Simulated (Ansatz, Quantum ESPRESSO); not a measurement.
# Hf2CO2 MXene, 1 layer: biaxial strain by an ASE script, part 2 of 2

How do the band edges of Hf2CO2 MXene, 1 layer move against the vacuum when the sheet is stretched?

Quantum ESPRESSO 7.5; plane-wave DFT, PBE, GBRV ultrasoft pseudopotentials; geometry by Ansatz 0.2.0 with PAW datasets.

So far: The starting structure; Relaxation with Ansatz.

**3. The script**

Under ESM bc1 levels count from the vacuum, or from the mean of the two vacuum levels where the sheet has a dipole, so band edges at unlike strains can be compared.

Level of this step: plane-wave DFT, PBE, GBRV ultrasoft pseudopotentials (Quantum ESPRESSO 7.5).

Contents of run.py:

```python
import json
import numpy as np
from ase import Atoms
from ase.calculators.espresso import Espresso, EspressoProfile

profile = EspressoProfile(command='mpirun -n 2 pw.x -nk 2', pseudo_dir='../pseudo')
pseudopotentials = {'C': 'c_pbe_v1.2.uspp.F.UPF', 'Hf': 'hf_pbe_v1.uspp.F.UPF', 'O': 'o_pbe_v1.2.uspp.F.UPF'}
system = {'ecutwfc': 40, 'ecutrho': 200, 'occupations': 'smearing', 'smearing': 'fd', 'degauss': 0.002}


def calculator(name, kpts, **extra):
    data = dict(control=dict(tprnfor=True, verbosity='high', disk_io='none'),
                system=system | extra,
                electrons=dict(conv_thr=1e-09, mixing_beta=0.4, mixing_mode='plain',
                               electron_maxstep=100))
    return Espresso(profile=profile, directory=name, pseudopotentials=pseudopotentials, kpts=kpts, input_data=data)


def centre(atoms):
    z = atoms.positions[:, 2]
    atoms.positions[:, 2] -= (z.max() + z.min()) / 2  # ESM wants the slab about z = 0
    return atoms

sheet = Atoms(
    ['O', 'Hf', 'C', 'Hf', 'O'],
    scaled_positions=[
        [0.3333333333, 0.6666666667, 0.3840762968],
        [0.6666666667, 0.3333333333, 0.4308877382],
        [0.0000000000, 0.0000000000, 0.4999998795],
        [0.3333333333, 0.6666666667, 0.5691123863],
        [0.6666666667, 0.3333333333, 0.6159236993]],
    cell=[
        [3.274558490248, 0.000000000000, 0.000000000000],
        [-1.637279245124, 2.835850838733, 0.000000000000],
        [0.000000000000, 0.000000000000, 19.952946795600]],
    pbc=True)

rows = []
for strain in [-0.03, -0.015, 0.0, 0.015, 0.03]:
    atoms = sheet.copy()
    atoms.set_cell(sheet.cell.array * [[1 + strain], [1 + strain], [1]], scale_atoms=True)
    atoms = centre(atoms)
    atoms.calc = calculator(f's{strain:+.3f}', (12, 12, 1), assume_isolated='esm', esm_bc='bc1', nbnd=24)
    energy = atoms.get_potential_energy()
    levels = np.array([atoms.calc.get_eigenvalues(kpt=i) for i in range(len(atoms.calc.get_ibz_k_points()))])
    top, bottom = levels[:, 19].max(), levels[:, 20].min()
    direct = (levels[:, 20] - levels[:, 19]).min()
    rows.append([strain, energy, top, bottom, direct])
    print(f'strain {strain:+.3f}: E = {energy:.5f} eV, valence top {top:.3f}, conduction bottom {bottom:.3f}, '
          f'gap {bottom - top:.3f}, least direct gap {direct:.3f} eV')

x, energy, top, bottom, direct = np.array(rows).T
area = np.linalg.norm(np.cross(*sheet.cell[:2]))
stiffness = np.polyfit(x, energy, 2)[0] / area * 16.0218  # C11 + C12, heights clamped
print(f'valence and conduction edges move by {np.polyfit(x, top, 1)[0]:.2f} and {np.polyfit(x, bottom, 1)[0]:.2f} eV per unit biaxial strain')
print(f'C11 + C12 with clamped heights: {stiffness:.1f} N/m')
json.dump(dict(rows=rows, stiffness=stiffness), open('result.json', 'w'))
```

On the command line:

```bash
OMP_NUM_THREADS=1 python run.py
```

Output:

```text
strain -0.030: E = -5368.24526 eV, valence top -5.213, conduction bottom -4.335, gap 0.878, least direct gap 1.992 eV
strain -0.015: E = -5368.42274 eV, valence top -5.311, conduction bottom -4.349, gap 0.962, least direct gap 2.086 eV
strain +0.000: E = -5368.47245 eV, valence top -5.401, conduction bottom -4.367, gap 1.034, least direct gap 2.167 eV
strain +0.015: E = -5368.40869 eV, valence top -5.482, conduction bottom -4.388, gap 1.094, least direct gap 2.235 eV
strain +0.030: E = -5368.24525 eV, valence top -5.555, conduction bottom -4.412, gap 1.143, least direct gap 2.181 eV
valence and conduction edges move by -5.69 and -1.28 eV per unit biaxial strain
C11 + C12 with clamped heights: 435.6 N/m
```

The job ended after 6.4 min (2 MPI ranks of Arm Neoverse V2, shared host; peak memory 0.63 GiB; 13 min of CPU time).

The input that ASE wrote for the first run, and its log:

```
&CONTROL
   verbosity        = 'high'
   tprnfor          = .true.
   disk_io          = 'none'
   pseudo_dir       = '../pseudo'
/
&SYSTEM
   nbnd             = 24
   ecutwfc          = 40
   ecutrho          = 200
   occupations      = 'smearing'
   degauss          = 0.002
   smearing         = 'fd'
   assume_isolated  = 'esm'
   esm_bc           = 'bc1'
   ntyp             = 3
   nat              = 5
   ibrav            = 0
/
&ELECTRONS
   electron_maxstep = 100
   conv_thr         = 1e-09
   mixing_mode      = 'plain'
   mixing_beta      = 0.4
/
&IONS
/
&CELL
/
&FCP
/
&RISM
/
ATOMIC_SPECIES
O 15.999 o_pbe_v1.2.uspp.F.UPF
Hf 178.49 hf_pbe_v1.uspp.F.UPF
C 12.011 c_pbe_v1.2.uspp.F.UPF

K_POINTS automatic
12 12 1  0 0 0

CELL_PARAMETERS angstrom
3.17632173554056 0.00000000000000 0.00000000000000
-1.58816086777028 2.75077531357101 0.00000000000000
0.00000000000000 0.00000000000000 19.95294679560000

ATOMIC_POSITIONS angstrom
O -0.0000000002 1.8338502091 -2.3130194434  
Hf 1.5881608679 0.9169251044 -1.3789932437  
C 0.0000000000 0.0000000000 -0.0000023654  
Hf -0.0000000002 1.8338502091 1.3789958057  
O 1.5881608679 0.9169251044 2.3130194434
```

```text
Program PWSCF v.7.5 starts
[citation notice left out]

     Parallel version (MPI & OpenMP), running on       2 processor cores
     Number of MPI processes:                 2
     Threads/MPI process:                     1

     MPI processes distributed on     1 nodes
[... 1 line left out ...]

Warning: card &CELL ignored
Warning: card &FCP ignored
Warning: card &RISM ignored

     Current dimensions of program PWSCF are:
     Max number of different atomic species (ntypx) = 10
     Max number of k-points (npk) =  40000
     Max angular momentum in pseudopotentials (lmaxx) =  4
     Message from routine setup:
     using ibrav=0 with symmetry is DISCOURAGED, use correct ibrav instead

     K-points division:     npool     =       2
     Subspace diagonalization in iterative solution of the eigenvalue problem:
     a serial algorithm will be used

     G-vector sticks info
     --------------------
     sticks:   dense  smooth     PW     G-vecs:    dense   smooth      PW
     Sum         499     397    121                56371    40087    6925

     Using Slab Decomposition

     bravais-lattice index     =            0
     lattice parameter (alat)  =       6.0024  a.u.
     unit-cell volume          =    1176.4765 (a.u.)^3
     number of atoms/cell      =            5
     number of atomic types    =            3
     number of electrons       =        40.00
     number of Kohn-Sham states=           24
     kinetic-energy cutoff     =      40.0000  Ry
     charge density cutoff     =     200.0000  Ry
     scf convergence threshold =      1.0E-09
     mixing beta               =       0.4000
     number of iterations used =            8  plain     mixing
     Exchange-correlation= SLA  PW   PBE  PBE
                           (   1   4   3   4   0   0   0)

     Effective Screening Medium Method
     =================================
     Boundary Conditions: Vacuum-Slab-Vacuum
     total charge in unit cell        =   0.0000
     grid points for fit at edges     =        4

[... 10 lines left out ...]
     PseudoPot. # 1 for O  read from file:
     ../pseudo/o_pbe_v1.2.uspp.F.UPF
     Pseudo is Ultrasoft + core correction, Zval =  6.0
     Generated by new atomic code, or converted to UPF format
     Using radial grid of  737 points,  5 beta functions with:
                l(1) =   0
                l(2) =   0
                l(3) =   1
                l(4) =   1
                l(5) =   2
     Q(r) pseudized with  8 coefficients,  rinner =    0.900   0.900   0.900
                                                       0.900   0.900

     PseudoPot. # 2 for Hf read from file:
     ../pseudo/hf_pbe_v1.uspp.F.UPF
     Pseudo is Ultrasoft + core correction, Zval = 12.0
     Generated by new atomic code, or converted to UPF format
     Using radial grid of  921 points,  8 beta functions with:
                l(1) =   0
                l(2) =   0
                l(3) =   0
[... 840 lines left out ...]

     negative rho (up, down):  2.299E-01 0.000E+00

     Forces acting on atoms (cartesian axes, Ry/au):

     atom    1 type  1   force =     0.00000000    0.00000000   -0.02935703
     atom    2 type  2   force =     0.00000000    0.00000000    0.01427725
     atom    3 type  3   force =    -0.00000000   -0.00000000    0.00000000
     atom    4 type  2   force =     0.00000000    0.00000000   -0.01427725
     atom    5 type  1   force =     0.00000000    0.00000000    0.02935703
     The non-local contrib.  to forces
     atom    1 type  1   force =     0.00000000   -0.00000000    0.71127407
     atom    2 type  2   force =    -0.00000000   -0.00000000   -0.13157472
     atom    3 type  3   force =     0.00000000   -0.00000000    0.00000000
     atom    4 type  2   force =     0.00000000    0.00000000    0.13157472
     atom    5 type  1   force =     0.00000000    0.00000000   -0.71127407
     The ionic contribution  to forces
     atom    1 type  1   force =     0.00000000   -0.00000000  -74.54107134
     atom    2 type  2   force =    -0.00000000    0.00000000  -82.45102761
     atom    3 type  3   force =    -0.00000000   -0.00000000   -0.00003290
     atom    4 type  2   force =     0.00000000   -0.00000000   82.45109385
     atom    5 type  1   force =    -0.00000000    0.00000000   74.54103799
     The local contribution  to forces
     atom    1 type  1   force =     0.00000001   -0.00000000   73.80282332
     atom    2 type  2   force =    -0.00000001    0.00000001   82.61682553
     atom    3 type  3   force =    -0.00000000    0.00000000    0.00006426
     atom    4 type  2   force =     0.00000001   -0.00000000  -82.61713324
     atom    5 type  1   force =    -0.00000001    0.00000001  -73.80282391
     The core correction contribution to forces
     atom    1 type  1   force =     0.00000000   -0.00000000   -0.00243347
     atom    2 type  2   force =     0.00000000   -0.00000000   -0.02014001
     atom    3 type  3   force =     0.00000000    0.00000000   -0.00000010
     atom    4 type  2   force =    -0.00000000    0.00000000    0.02015763
     atom    5 type  1   force =    -0.00000000    0.00000000    0.00243347
     The Hubbard contrib.    to forces
     atom    1 type  1   force =     0.00000000    0.00000000    0.00000000
     atom    2 type  2   force =     0.00000000    0.00000000    0.00000000
     atom    3 type  3   force =     0.00000000    0.00000000    0.00000000
     atom    4 type  2   force =     0.00000000    0.00000000    0.00000000
     atom    5 type  1   force =     0.00000000    0.00000000    0.00000000
     The SCF correction term to forces
     atom    1 type  1   force =    -0.00000000   -0.00000000    0.00003342
     atom    2 type  2   force =    -0.00000000   -0.00000000    0.00008213
     atom    3 type  3   force =     0.00000000    0.00000000   -0.00000000
     atom    4 type  2   force =    -0.00000000   -0.00000000   -0.00008213
     atom    5 type  1   force =     0.00000000   -0.00000000   -0.00003342

     Total force =     0.046167     Total SCF correction =     0.000125
     Message from routine punch:
     Nothing written, as per user request (disk_io='none')

[... 1 line left out ...]

[... 1 line left out ...]

[... 1 line left out ...]

[... 3 lines left out ...]

[... 1 line left out ...]

[... 2 lines left out ...]

[... 1 line left out ...]

[... 1 line left out ...]

=------------------------------------------------------------------------------=
   JOB DONE.
=------------------------------------------------------------------------------=
```

Read from the output:

* biaxial stiffness: 435.6 N/m

Band edge from the vacuum level against biaxial strain:

| biaxial strain (%) | valence top (eV) | conduction bottom (eV) |
| --- | --- | --- |
| -3.00 | -5.21 | -4.33 |
| -1.50 | -5.31 | -4.35 |
| 0.00 | -5.40 | -4.37 |
| 1.50 | -5.48 | -4.39 |
| 3.00 | -5.56 | -4.41 |

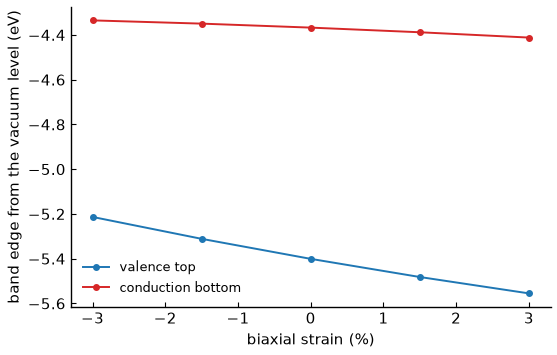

Band edge from the vacuum level, plotted against biaxial strain.

Gap against biaxial strain:

| biaxial strain (%) | on the mesh (eV) | least direct (eV) |
| --- | --- | --- |
| -3.00 | 0.878 | 1.99 |
| -1.50 | 0.962 | 2.09 |
| 0.00 | 1.03 | 2.17 |
| 1.50 | 1.09 | 2.23 |
| 3.00 | 1.14 | 2.18 |

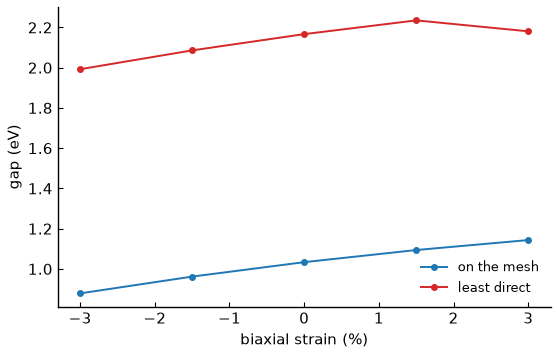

Gap, plotted against biaxial strain.

Energy over the lowest against biaxial strain:

| biaxial strain (%) | energy over the lowest (meV) |
| --- | --- |
| -3.00 | 227 |
| -1.50 | 49.7 |
| 0.00 | 0 |
| 1.50 | 63.8 |
| 3.00 | 227 |

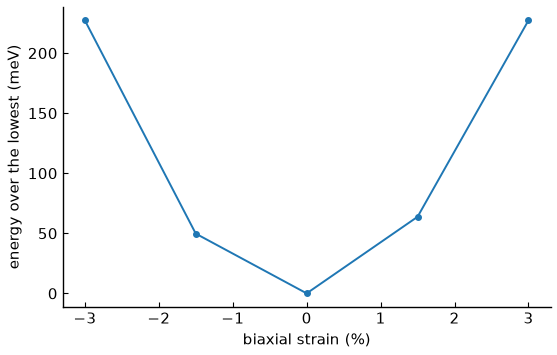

Energy over the lowest against biaxial strain.

**4. The script: vdW-DF-cx, GBRV ultrasoft**

Level of this step: plane-wave DFT, vdW-DF-cx, GBRV ultrasoft pseudopotentials made under PBE (Quantum ESPRESSO 7.5). input_dft overrides the functional of the files.

run.py, as its differences from the input of step 3:

```diff
@@ -7,3 +7,3 @@
 pseudopotentials = {'C': 'c_pbe_v1.2.uspp.F.UPF', 'Hf': 'hf_pbe_v1.uspp.F.UPF', 'O': 'o_pbe_v1.2.uspp.F.UPF'}
-system = {'ecutwfc': 40, 'ecutrho': 200, 'occupations': 'smearing', 'smearing': 'fd', 'degauss': 0.002}
+system = {'ecutwfc': 40, 'ecutrho': 200, 'input_dft': 'vdw-df-cx', 'occupations': 'smearing', 'smearing': 'fd', 'degauss': 0.002}
```

On the command line:

```bash
OMP_NUM_THREADS=1 python run.py
```

Output:

```text
strain -0.030: E = -5338.12948 eV, valence top -5.367, conduction bottom -4.532, gap 0.835, least direct gap 1.957 eV
strain -0.015: E = -5338.22893 eV, valence top -5.465, conduction bottom -4.545, gap 0.919, least direct gap 2.051 eV
strain +0.000: E = -5338.20470 eV, valence top -5.553, conduction bottom -4.561, gap 0.992, least direct gap 2.132 eV
strain +0.015: E = -5338.06455 eV, valence top -5.633, conduction bottom -4.580, gap 1.053, least direct gap 2.163 eV
strain +0.030: E = -5337.83256 eV, valence top -5.705, conduction bottom -4.603, gap 1.103, least direct gap 2.103 eV
valence and conduction edges move by -5.63 and -1.18 eV per unit biaxial strain
C11 + C12 with clamped heights: 426.6 N/m
```

Elapsed: 10 min, on 2 MPI ranks; peak memory 0.65 GiB.

Read from the output:

* biaxial stiffness: 426.6 N/m

Band edge from the vacuum level against biaxial strain:

| biaxial strain (%) | valence top (eV) | conduction bottom (eV) |
| --- | --- | --- |
| -3.00 | -5.37 | -4.53 |
| -1.50 | -5.46 | -4.55 |
| 0.00 | -5.55 | -4.56 |
| 1.50 | -5.63 | -4.58 |
| 3.00 | -5.71 | -4.60 |

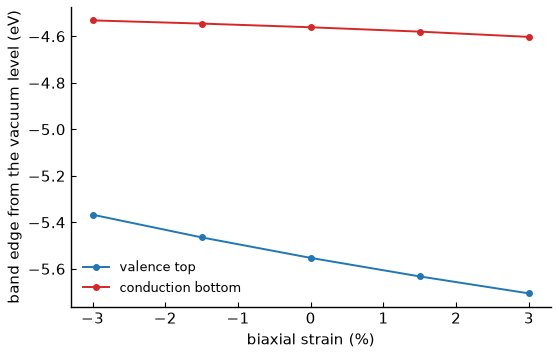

Band edge from the vacuum level against biaxial strain.

The gap by biaxial strain:

| biaxial strain (%) | on the mesh (eV) | least direct (eV) |
| --- | --- | --- |
| -3.00 | 0.836 | 1.96 |
| -1.50 | 0.919 | 2.05 |
| 0.00 | 0.992 | 2.13 |
| 1.50 | 1.05 | 2.16 |
| 3.00 | 1.10 | 2.10 |

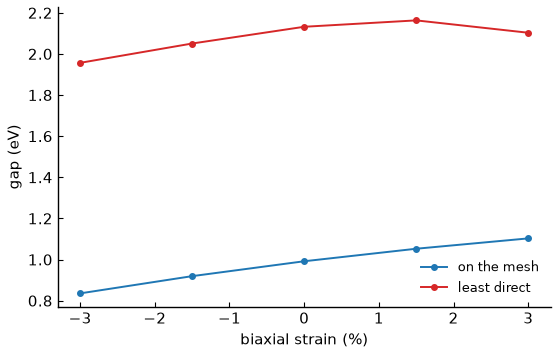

Gap, plotted against biaxial strain.

Table of energy over the lowest by biaxial strain:

| biaxial strain (%) | energy over the lowest (meV) |
| --- | --- |
| -3.00 | 99.4 |
| -1.50 | 0 |
| 0.00 | 24.2 |
| 1.50 | 164 |
| 3.00 | 396 |

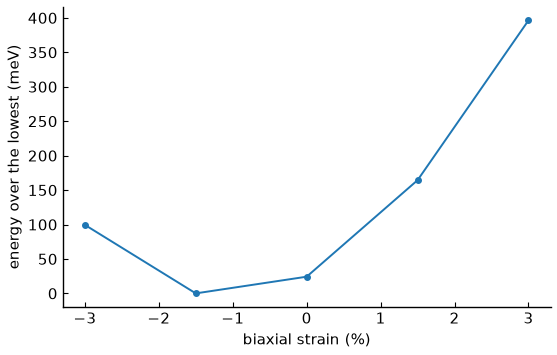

Energy over the lowest against biaxial strain.

**5. A check by hand**

Under equal strain ε in the plane, E = A (C11 + C12) ε². From the points at ±1.5 %: d²E/dε² = (49.71 + 63.76 − 2 × 0.00) meV / 0.015² = 504 eV, and 504/(2 × 9.286 Å²) × 16.02 = 435 N/m.

**6. Summary of results**

```yaml
c11_c12_heights_clamped_pbe_gbrv_ultrasoft: 436 N/m
gap_on_the_mesh_at_zero_strain_pbe_gbrv_ultrasoft: 1.03 eV
valence_top_below_the_vacuum_at_zero_strain_pbe_gbrv_ultrasoft: 5.40 eV
shift_of_the_valence_top_per_unit_biaxial_strain_pbe_gbrv_ultrasoft: -5.7 eV
shift_of_the_conduction_bottom_per_unit_biaxial_strain_pbe_gbrv_ultrasoft: -1.3 eV
c11_c12_heights_clamped_vdw_df_cx_gbrv_ultrasoft_made_under_pbe: 427 N/m
gap_on_the_mesh_at_zero_strain_vdw_df_cx_gbrv_ultrasoft_made_under_pbe: 0.99 eV
valence_top_below_the_vacuum_at_zero_strain_vdw_df_cx_gbrv_ultrasoft_made_under_pbe: 5.55 eV
shift_of_the_valence_top_per_unit_biaxial_strain_vdw_df_cx_gbrv_ultrasoft_made_under_pbe: -5.6 eV
shift_of_the_conduction_bottom_per_unit_biaxial_strain_vdw_df_cx_gbrv_ultrasoft_made_under_pbe: -1.2 eV
```

In words: The sheet's biaxial stiffness comes to 436 N/m and its gap at zero strain to 1.03 eV (PBE, GBRV ultrasoft). From −3 % to +3 % the gap on the mesh goes from 0.88 to 1.14 eV; it is indirect at every strain. Heights are clamped under strain, which makes a sheet with several atomic planes too stiff. Zero strain is the PBE cell; under vdW-DF-cx the energy is lowest near -1.0 %, so its stiffness is taken away from its own minimum. Semilocal gaps are too small. Spin-orbit coupling is left out; depending on the atoms that carry the levels of interest, it can split and shift them by tenths of an eV to an eV or more.

[Logs are printed without paths, hosts, clocks, repeated set-up lines and the standing remarks that a program may print on its own settings, such as how far it seeks lower states.]

[Hosts, paths, dates, database ids (printed as entryN), source tags and the programs' standing remarks are cut or masked in the printed files.]

[Maps of the electrostatic potential energy from Ansatz leave out the sawtooth potential of an applied field or a dipole correction, so their vacuum need not be flat; planar profiles and work functions include it.]
